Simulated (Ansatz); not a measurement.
# B2H2 (triplet): correlated methods under varied settings

What do other methods and options give for B2H2 (triplet) at this geometry, and how long do they take?

The runs use Ansatz 0.2.0, Gaussian basis; the settings change from run to run.

11 further runs of the same task are left out: 3 that didn't finish, 8 set aside as unsound or not needed.

## Step 1: What is computed

The geometry is a PBE0/def2-TZVP stationary point (not a proven minimum) of the parent state, kept for this charge and spin.

4 atoms, charge 0, spin multiplicity 3.

Atoms are counted from 1 here; the program's logs count them from 0.

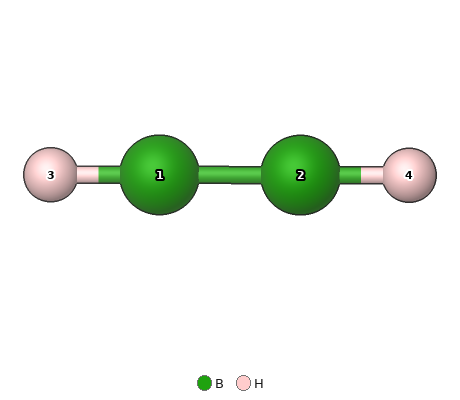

The geometry (boron green, hydrogen pink); atoms are numbered from 1 in the order of the file.

## Step 2: HF/6-31G

in.yaml reads:

```yaml
crystal:
  periodic: [false, false, false]
  atoms:
    - {symbol: B, position_ang: [0.000000, 0.000000, 0.762520]}
    - {symbol: B, position_ang: [0.000000, 0.000000, -0.762520]}
    - {symbol: H, position_ang: [0.000000, 0.000000, 1.938254]}
    - {symbol: H, position_ang: [0.000000, 0.000000, -1.938254]}
basis:
  gaussian: {orbitals: 6-31G}
magnetization: {spin_polarized: false, initial_magnetization: 2}
hamiltonian: {xc: hf}
output: {forces: true, orbitals: {seedname: orbitals}}
```

The run is started by

```bash
$ ansatz run in.yaml --threads 1 --pin off --events-out ev --progress --plain --max-ram 2393MiB
```

The log of the run:

```text
Functional definition: HF
  name "HF"
  cite "Fock, Z. Phys. 61, 126 (1930) doi:10.1007/BF01340294"
  parent pbe
  exchange = exact_x
  correlation = 0
316 factors; integrals over basis functions are off by at most 2.2e-4 eV
mean field evaluation 1: about -1370.7757 eV, gradient 1.1e1 eV
mean field evaluation 2: about -1370.7801 eV, gradient 1.1e1 eV
mean field evaluation 4: about -1371.4641 eV, gradient 2.7e-1 eV
mean field evaluation 8: about -1371.4644 eV, gradient 4.0e-4 eV
mean field -1371.46439662 eV, -50.4003869638 hartree, gradient 8.9e-6 eV, S^2 2.000000; 0 other end points of the search recorded, 0 dependent functions left out
the calculation of the forces begins
reference -1371.46439662 eV, -50.4003869638 hartree; 7, 5 occupied and 15, 17 virtual orbitals, 316 factors
Total energy: -1371.46439662 eV, -50.4003869638 hartree
Atom 0 at     0.000000     0.000000     0.762520 Å, force     0.000000    -0.000000    -0.451926 eV/Å
Atom 1 at     0.000000     0.000000    -0.762520 Å, force    -0.000000    -0.000000     0.451926 eV/Å
Atom 2 at     0.000000     0.000000     1.938254 Å, force    -0.000000     0.000000    -0.234418 eV/Å
Atom 3 at     0.000000     0.000000    -1.938254 Å, force    -0.000000     0.000000     0.234418 eV/Å
Dipole moment:     0.000000    -0.000000    -0.000000 e Å
```

Run time: 0.98 s. Hardware: 1 thread of AMD EPYC, shared host.

## Step 3: BCCD/6-31G

Changes to in.yaml since step 2:

```diff
@@ -9,4 +9,5 @@
   gaussian: {orbitals: 6-31G}
-magnetization: {spin_polarized: false, initial_magnetization: 2}
-hamiltonian: {xc: hf}
-output: {forces: true, orbitals: {seedname: orbitals}}
+magnetization: {spin_polarized: true, initial_magnetization: 2}
+hamiltonian: {xc: {name: r2SCAN}}
+correlation: {method: bccd, electrons: all}
+scf: {lower_state_search: off}
```

Same command.

The log of the run (excerpt; [...] marks lines left out):

```text
Functional definition: r2SCAN
  name "r2SCAN"
  cite "Furness, Kaplan, Ning, Perdew & Sun, J. Phys. Chem. Lett. 11, 8208 (2020) doi:10.1021/acs.jpclett.0c02405"
  cite "Furness, Kaplan, Ning, Perdew & Sun, J. Phys. Chem. Lett. 11, 9248 (2020) doi:10.1021/acs.jpclett.0c03077"
  parent r2scan
[...]
316 factors; integrals over basis functions are off by at most 2.2e-4 eV
[...]
mean field -1380.01524194 eV, -50.7146247333 hartree, gradient 1.1e-6 eV, S^2 2.011634; 0 other end points of the search recorded, 0 dependent functions left out
reference -1371.42829267 eV, -50.3990601681 hartree; 7, 5 occupied and 15, 17 virtual orbitals, 316 factors
second order -2.27942451 eV of doubles, -0.10199387 eV of singles
cycle   1  -2.77121495 eV  change   -3.9e-1 eV  update   4.9e-2
[...]
cycle   8  -2.94474884 eV  change   -7.5e-6 eV  update   1.4e-5
Total energy: -1374.37304151 eV, -50.5072776921 hartree
Checks for a lower state left out: stability, starts, cluster_reference, orbital_swaps, neighbouring_geometries, increment
```

Run time: 3 s. Hardware: 1 thread of AMD EPYC, shared host.

From the report: ⟨S²⟩ of the determinant 2.012 (pure triplet: 2.00); correlation -2.9447 eV; largest double amplitude 0.10.

## Step 4: CASCI(4,6)/6-31G

Changes to in.yaml since step 3:

```diff
@@ -9,5 +9,4 @@
   gaussian: {orbitals: 6-31G}
-magnetization: {spin_polarized: true, initial_magnetization: 2}
-hamiltonian: {xc: {name: r2SCAN}}
-correlation: {method: bccd, electrons: all}
-scf: {lower_state_search: off}
+magnetization: {spin_polarized: false, initial_magnetization: 2}
+correlation: {active_space: {window: {electrons: 4, orbitals: 6}, fixed_orbitals: true}}
+output: {forces: true}
```

Launched as before.

The log of the run (excerpt; [...] marks lines left out):

```text
Functional definition: HF
  name "HF"
  cite "Fock, Z. Phys. 61, 126 (1930) doi:10.1007/BF01340294"
  parent pbe
[...]
316 factors; integrals over basis functions are off by at most 2.2e-4 eV
[...]
mean field -1371.46439662 eV, -50.4003869638 hartree, gradient 1.3e-6 eV, S^2 2.000000; 0 other end points of the search recorded, 0 dependent functions left out
reference -1371.46439662 eV, -50.4003869638 hartree; 7, 5 occupied and 15, 17 virtual orbitals, 316 factors
state -1371.72041247 eV, -50.4097953729 hartree
[...]
Total energy: -1371.72041247 eV, -50.4097953729 hartree
Atom 0 at     0.000000     0.000000     0.762520 Å, force     0.000000    -0.000000     0.275447 eV/Å
Atom 1 at     0.000000     0.000000    -0.762520 Å, force    -0.000000    -0.000000    -0.275447 eV/Å
Atom 2 at     0.000000     0.000000     1.938254 Å, force    -0.000000     0.000000    -0.279373 eV/Å
Atom 3 at     0.000000     0.000000    -1.938254 Å, force    -0.000000     0.000000     0.279373 eV/Å
Dipole moment:     0.000000    -0.000000    -0.000000 e Å
```

It took 0.82 s on 1 thread of AMD EPYC, shared host.

From the report: 28 determinants; active occupations 2.00, 0.99, 0.99, 0.01, 0.01, 0.00.

## Step 5: HF/6-31G

Changes to in.yaml since step 4:

```diff
@@ -10,3 +10,3 @@
 magnetization: {spin_polarized: false, initial_magnetization: 2}
-correlation: {active_space: {window: {electrons: 4, orbitals: 6}, fixed_orbitals: true}}
-output: {forces: true}
+hamiltonian: {xc: hf}
+output: {orbitals: {seedname: orbitals}}
```

Same command.

The log of the run:

```text
Functional definition: HF
  name "HF"
  cite "Fock, Z. Phys. 61, 126 (1930) doi:10.1007/BF01340294"
  parent pbe
  exchange = exact_x
  correlation = 0
316 factors; integrals over basis functions are off by at most 2.2e-4 eV
mean field evaluation 1: about -1370.7757 eV, gradient 1.1e1 eV
mean field evaluation 2: about -1370.7801 eV, gradient 1.1e1 eV
mean field evaluation 4: about -1371.4641 eV, gradient 2.7e-1 eV
mean field evaluation 8: about -1371.4644 eV, gradient 4.0e-4 eV
mean field -1371.46439662 eV, -50.4003869638 hartree, gradient 8.9e-6 eV, S^2 2.000000; 0 other end points of the search recorded, 0 dependent functions left out
reference -1371.46439662 eV, -50.4003869638 hartree; 7, 5 occupied and 15, 17 virtual orbitals, 316 factors
Total energy: -1371.46439662 eV, -50.4003869638 hartree
```

Wall time 0.56 s (1 thread of AMD EPYC, shared host).

## Step 6: BCCD(T)/6-31G

Changes to in.yaml since step 5:

```diff
@@ -9,4 +9,4 @@
   gaussian: {orbitals: 6-31G}
-magnetization: {spin_polarized: false, initial_magnetization: 2}
-hamiltonian: {xc: hf}
-output: {orbitals: {seedname: orbitals}}
+magnetization: {spin_polarized: true, initial_magnetization: 2}
+hamiltonian: {xc: {name: B3LYP}}
+correlation: {method: bccd_t, electrons: outside_noble_gas}
```

Launched as before.

The log of the run (excerpt; [...] marks lines left out):

```text
Functional definition: B3LYP
  name "B3LYP"
  cite "Stephens, Devlin, Chabalowski & Frisch, J. Phys. Chem. 98, 11623 (1994) doi:10.1021/j100096a001"
  cite "Becke, Phys. Rev. A 38, 3098 (1988) doi:10.1103/PhysRevA.38.3098"
  cite "Lee, Yang & Parr, Phys. Rev. B 37, 785 (1988) doi:10.1103/PhysRevB.37.785"
  cite "Vosko, Wilk & Nusair, Can. J. Phys. 58, 1200 (1980) doi:10.1139/p80-159"
[...]
316 factors; integrals over basis functions are off by at most 2.2e-4 eV
[...]
mean field -1381.29525862 eV, -50.7616644788 hartree, gradient 2.1e-6 eV, S^2 2.004288; 0 other end points of the search recorded, 0 dependent functions left out
2 core orbitals not correlated: weight in the atoms' cores, before any rotation towards them, 1.000 or more for the frozen orbitals, at most 0.000 for the correlated occupied ones
reference -1371.39529406 eV, -50.3978474916 hartree; 5, 3 occupied and 15, 17 virtual orbitals, 316 factors
second order -2.21755001 eV of doubles, -0.09694451 eV of singles
cycle   1  -2.70746839 eV  change   -4.0e-1 eV  update   5.0e-2
[...]
cycle   9  -2.88126892 eV  change   -3.3e-8 eV  update   3.8e-6
perturbative correction -0.06215853 eV, -0.0022842837 hartree
Total energy: -1374.33872151 eV, -50.5060164551 hartree
```

Wall time 2.7 s (1 thread of AMD EPYC, shared host).

From the report: ⟨S²⟩ of the determinant 2.004 (pure triplet: 2.00); correlation -2.9434 eV; largest double amplitude 0.10.

## Step 7: CCSD on ROHF/6-31G*

Changes to in.yaml since step 6:

```diff
@@ -8,5 +8,4 @@
 basis:
-  gaussian: {orbitals: 6-31G}
-magnetization: {spin_polarized: true, initial_magnetization: 2}
-hamiltonian: {xc: {name: B3LYP}}
-correlation: {method: bccd_t, electrons: outside_noble_gas}
+  gaussian: {orbitals: "6-31G*"}
+magnetization: {spin_polarized: false, initial_magnetization: 2}
+correlation: {method: ccsd, electrons: all, diis_vectors: 1}
```

Launched as before.

The log of the run (excerpt; [...] marks lines left out):

```text
Functional definition: HF
  name "HF"
  cite "Fock, Z. Phys. 61, 126 (1930) doi:10.1007/BF01340294"
  parent pbe
[...]
344 factors; integrals over basis functions are off by at most 1.0e-3 eV
[...]
mean field -1371.90050953 eV, -50.4164138177 hartree, gradient 3.0e-6 eV, S^2 2.000000; 0 other end points of the search recorded, 0 dependent functions left out
[...]
reference -1371.90050953 eV, -50.4164138177 hartree; 7, 5 occupied and 27, 29 virtual orbitals, 344 factors
second order -3.46854954 eV of doubles, -0.05091357 eV of singles
cycle   1  -4.03378541 eV  change   -5.1e-1 eV  update   5.5e-2
[...]
cycle  10  -4.23242037 eV  change    2.9e-6 eV  update   5.9e-6
Total energy: -1376.13292990 eV, -50.5719523973 hartree
```

Run time: 1.8 s. Hardware: 1 thread of AMD EPYC, shared host.

From the report: correlation -4.2324 eV; T1 0.015; largest double amplitude 0.09.

## Step 8: BCCD(T)/6-31G*

Changes to in.yaml since step 7:

```diff
@@ -10,2 +10,5 @@
 magnetization: {spin_polarized: false, initial_magnetization: 2}
-correlation: {method: ccsd, electrons: all, diis_vectors: 1}
+hamiltonian: {xc: {name: B3LYP}}
+correlation: {method: bccd_t, electrons: valence, diis_vectors: 2}
+accuracy: high
+output: {forces: true}
```

Same command.

The log of the run (excerpt; [...] marks lines left out):

```text
Functional definition: B3LYP
  name "B3LYP"
  cite "Stephens, Devlin, Chabalowski & Frisch, J. Phys. Chem. 98, 11623 (1994) doi:10.1021/j100096a001"
  cite "Becke, Phys. Rev. A 38, 3098 (1988) doi:10.1103/PhysRevA.38.3098"
  cite "Lee, Yang & Parr, Phys. Rev. B 37, 785 (1988) doi:10.1103/PhysRevB.37.785"
  cite "Vosko, Wilk & Nusair, Can. J. Phys. 58, 1200 (1980) doi:10.1139/p80-159"
[...]
648 factors; integrals over basis functions are off by at most 2.9e-9 eV
[...]
mean field -1381.49616110 eV, -50.7690475088 hartree, gradient 4.7e-9 eV, S^2 2.000000; 0 other end points of the search recorded, 0 dependent functions left out
2 core orbitals not correlated: weight in the atoms' cores, before any rotation towards them, 1.000 or more for the frozen orbitals, at most 0.000 for the correlated occupied ones
reference -1371.69968445 eV, -50.4090336319 hartree; 5, 3 occupied and 27, 29 virtual orbitals, 648 factors
second order -3.35051336 eV of doubles, -0.16905730 eV of singles
cycle   1  -3.95430795 eV  change   -4.4e-1 eV  update   5.2e-2
[...]
cycle  24  -4.12114427 eV  change   3.8e-10 eV  update  4.7e-10
perturbative correction -0.12461891 eV, -0.0045796603 hartree
[...]
Total energy: -1375.94544763 eV, -50.5650625510 hartree
Atom 0 at     0.000000     0.000000     0.762520 Å, force     0.000000    -0.000000    -0.623019 eV/Å
Atom 1 at     0.000000     0.000000    -0.762520 Å, force    -0.000000     0.000000     0.623019 eV/Å
Atom 2 at     0.000000     0.000000     1.938254 Å, force     0.000000    -0.000000     0.198089 eV/Å
Atom 3 at     0.000000     0.000000    -1.938254 Å, force     0.000000    -0.000000    -0.198089 eV/Å
Dipole moment:     0.000000    -0.000000    -0.000000 e Å
```

It took 18 s on 1 thread of AMD EPYC, shared host.

From the report: correlation -4.2458 eV; largest double amplitude 0.09.

## Step 9: CCSD on ROHF/def2-SVPD

Changes to in.yaml since step 8:

```diff
@@ -8,6 +8,6 @@
 basis:
-  gaussian: {orbitals: "6-31G*"}
+  gaussian: {orbitals: def2-SVPD}
 magnetization: {spin_polarized: false, initial_magnetization: 2}
-hamiltonian: {xc: {name: B3LYP}}
-correlation: {method: bccd_t, electrons: valence, diis_vectors: 2}
+hamiltonian: {pseudopotentials: {relativity: scalar}}
+correlation: {method: ccsd, electrons: valence}
 accuracy: high
```

Same command.

The log of the run (excerpt; [...] marks lines left out):

```text
Functional definition: HF
  name "HF"
  cite "Fock, Z. Phys. 61, 126 (1930) doi:10.1007/BF01340294"
  parent pbe
[...]
1015 factors; integrals over basis functions are off by at most 2.4e-9 eV
[...]
mean field -1371.23502063 eV, -50.3919575516 hartree, gradient 1.3e-8 eV, S^2 2.000000; 0 other end points of the search recorded, 0 dependent functions left out
2 core orbitals not correlated: weight in the atoms' cores, before any rotation towards them, 1.000 or more for the frozen orbitals, at most 0.000 for the correlated occupied ones
reference -1371.23502063 eV, -50.3919575516 hartree; 5, 3 occupied and 49, 51 virtual orbitals, 1015 factors
second order -3.64090884 eV of doubles, -0.04584468 eV of singles
cycle   1  -4.27577379 eV  change   -5.9e-1 eV  update   5.5e-2
[...]
cycle  19  -4.47731497 eV  change  -6.4e-10 eV  update  5.2e-10
[...]
Total energy: -1375.71233560 eV, -50.5564958421 hartree
Relativity: scalar
Atom 0 at     0.000000     0.000000     0.762520 Å, force    -0.000000    -0.000000    -0.178213 eV/Å
Atom 1 at     0.000000     0.000000    -0.762520 Å, force     0.000000    -0.000000     0.178213 eV/Å
Atom 2 at     0.000000     0.000000     1.938254 Å, force     0.000000     0.000000     0.318569 eV/Å
Atom 3 at     0.000000     0.000000    -1.938254 Å, force    -0.000000     0.000000    -0.318569 eV/Å
Dipole moment:    -0.000000    -0.000000     0.000000 e Å
```

It took 28 s on 1 thread of AMD EPYC, shared host; peak memory 0.35 GiB.

From the report: correlation -4.4773 eV; T1 0.017; largest double amplitude 0.06.

## Step 10: HF/def2-SVP

in.yaml reads:

```yaml
crystal:
  periodic: [false, false, false]
  atoms:
    - {symbol: B, position_ang: [0.000000, 0.000000, 0.762520]}
    - {symbol: B, position_ang: [0.000000, 0.000000, -0.762520]}
    - {symbol: H, position_ang: [0.000000, 0.000000, 1.938254]}
    - {symbol: H, position_ang: [0.000000, 0.000000, -1.938254]}
basis:
  gaussian: {orbitals: def2-SVP}
magnetization: {spin_polarized: true, initial_magnetization: 2}
hamiltonian: {xc: hf}
output: {forces: true, orbitals: {seedname: orbitals}}
```

Launched as before.

The log of the run (excerpt; [...] marks lines left out):

```text
Functional definition: HF
  name "HF"
  cite "Fock, Z. Phys. 61, 126 (1930) doi:10.1007/BF01340294"
  parent pbe
[...]
394 factors; integrals over basis functions are off by at most 1.3e-3 eV
[...]
mean field -1370.94584116 eV, -50.3813304022 hartree, gradient 2.1e-5 eV, S^2 2.011981; 0 other end points of the search recorded, 0 dependent functions left out
[...]
reference -1370.94584116 eV, -50.3813304022 hartree; 7, 5 occupied and 31, 33 virtual orbitals, 394 factors
Total energy: -1370.94584116 eV, -50.3813304022 hartree
Atom 0 at     0.000000     0.000000     0.762520 Å, force    -0.000000     0.000000    -0.634106 eV/Å
Atom 1 at     0.000000     0.000000    -0.762520 Å, force     0.000000    -0.000000     0.634106 eV/Å
Atom 2 at     0.000000     0.000000     1.938254 Å, force    -0.000000    -0.000000     0.175157 eV/Å
Atom 3 at     0.000000     0.000000    -1.938254 Å, force    -0.000000     0.000000    -0.175157 eV/Å
Dipole moment:     0.000000    -0.000000     0.000000 e Å
```

Wall time 0.74 s (1 thread of AMD EPYC, shared host).

From the report: ⟨S²⟩ of the determinant 2.012 (pure triplet: 2.00).

## Step 11: The runs in one table

Where basis and cores are those of an earlier FCI/6-31G run (-1374.3942 eV), and the state is the same kind, the miss against it is given.

| level | correlated | functions | energy (eV) | from FCI (meV) | time |
| --- | --- | --- | --- | --- | --- |
| HF/6-31G |  | 22 | -1371.4644 | 2929.8 | 0.98 s |
| BCCD/6-31G (on r2SCAN orbitals) | all | 22 | -1374.3730 |  | 3 s |
| CASCI(4,6)/6-31G |  | 22 | -1371.7204 | 2673.8 | 0.82 s |
| HF/6-31G |  | 22 | -1371.4644 | 2929.8 | 0.56 s |
| BCCD(T)/6-31G (on B3LYP orbitals) | outside noble gas | 22 | -1374.3387 | 55.4 | 2.7 s |
| CCSD on ROHF/6-31G* | all | 34 | -1376.1329 |  | 1.8 s |
| BCCD(T)/6-31G* (on B3LYP orbitals) | valence | 34 | -1375.9454 |  | 18 s |
| CCSD on ROHF/def2-SVPD (relativity set) | valence | 56 | -1375.7123 |  | 28 s |
| HF/def2-SVP |  | 38 | -1370.9458 |  | 0.74 s |

## Step 12: Summary of results

| quantity | value |
| --- | --- |
| runs | 9 |
| quickest | HF/6-31G, 0.56 s |
| slowest | CCSD on ROHF/def2-SVPD (relativity set), 28 s |

What this shows: Total energies in different bases, with other cores or another treatment of relativity can't be set against each other. CCSD on ROHF/def2-SVPD (relativity set) took 49 times as long as HF/6-31G; the jobs differ in more than the method. Hartree-Fock, CASSCF and CASCI lack dynamic correlation by design. Cores frozen from Kohn-Sham orbitals shift the total energy.
